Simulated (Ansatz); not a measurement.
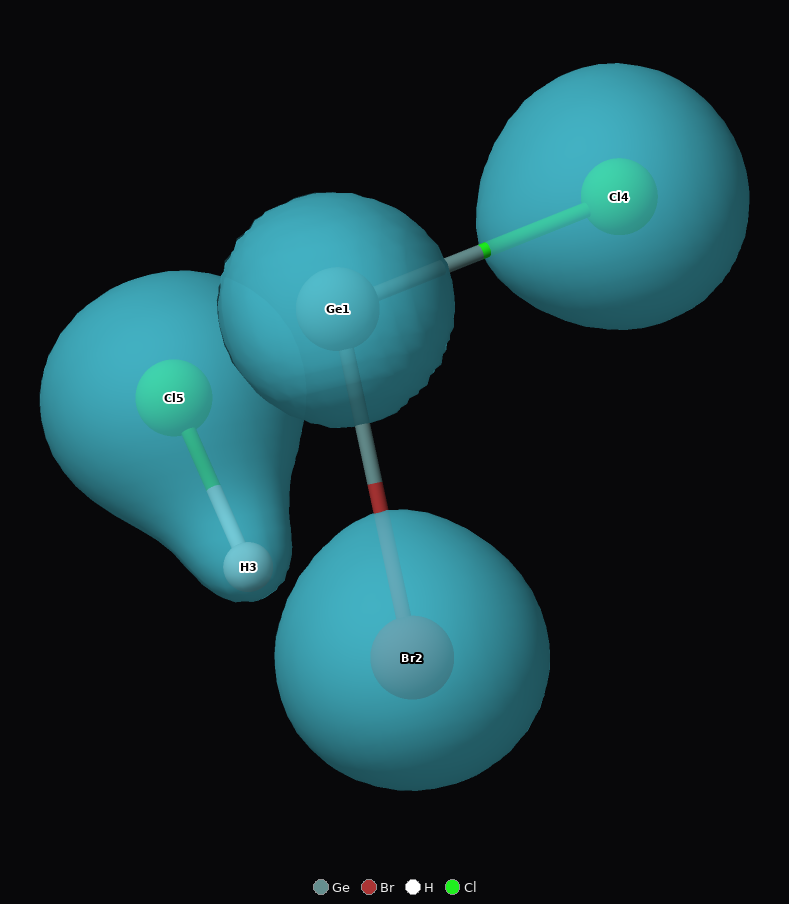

BrClGe···HCl. Isosurface of the electron density at 0.8 e/Å³ (cyan), seen at an oblique angle.

The reactant side of a reaction path; geometry: PBE0-D4/def2-TZVP.

Computed with RKS PBE0-D4/def2-TZVPP in Ansatz.

```yaml
atoms:
  - { symbol: Ge, position_ang: [-0.3267, 0.6893, -1.1730] }
  - { symbol: Br, position_ang: [-0.2903, -1.6985, -1.0213] }
  - { symbol: H, position_ang: [1.1986, -0.6672, 0.9795] }
  - { symbol: Cl, position_ang: [-2.0835, 1.1025, 0.0601] }
  - { symbol: Cl, position_ang: [1.5019, 0.5741, 1.1547] }
```

### Which contacts does the surface bridge?

At this value the surface falls into four separate pieces. It bridges the sampled Cl–H (1.29 Å) contacts, where the density stays above the isovalue. It is pinched off along the sampled Ge···Cl (2.96 Å), Ge–Cl (2.19 Å) and Ge–Br (2.39 Å) contacts. On the grid the lowest density along these lines, outside the cores, is 0.14 e/Å³ (Ge···Cl, 2.96 Å), 0.67 e/Å³ (Ge–Cl, 2.19 Å), 0.53 e/Å³ (Ge–Br, 2.39 Å) and 1.7 e/Å³ (Cl–H, 1.29 Å).
